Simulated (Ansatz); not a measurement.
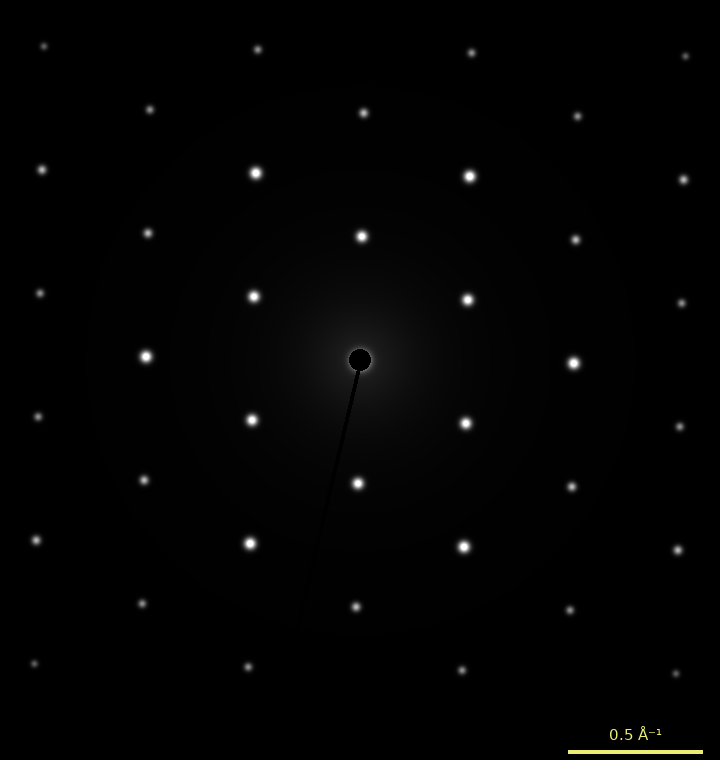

Kinematic zone-axis pattern, calculated for 200 keV electrons with B = 0.5 Å².

It belongs to Co, space group P6_3/mmc (No. 194), a = 2.493 Å, c = 4.031 Å (hexagonal axes). Structure: the input geometry of an electronic-structure calculation (not necessarily at equilibrium).

```cif
data_structure
_symmetry_space_group_name_H-M 'P6_3/mmc'
_symmetry_Int_Tables_number 194
_cell_length_a 2.4934
_cell_length_b 2.4934
_cell_length_c 4.0311
_cell_angle_alpha 90.000
_cell_angle_beta 90.000
_cell_angle_gamma 120.000
_cell_volume 21.70
loop_
_atom_site_label
_atom_site_type_symbol
_atom_site_symmetry_multiplicity
_atom_site_Wyckoff_symbol
_atom_site_fract_x
_atom_site_fract_y
_atom_site_fract_z
_atom_site_occupancy
Co1 Co 2 d 0.33333 0.66667 0.75000 1
```

Which low-index zone axis gives this pattern?

The spots form a hexagonal net with both shortest vectors at d = 2.16 Å, 60.0° apart. They index as 1 0 0 and 0 1 0, so the zone axis is [001].
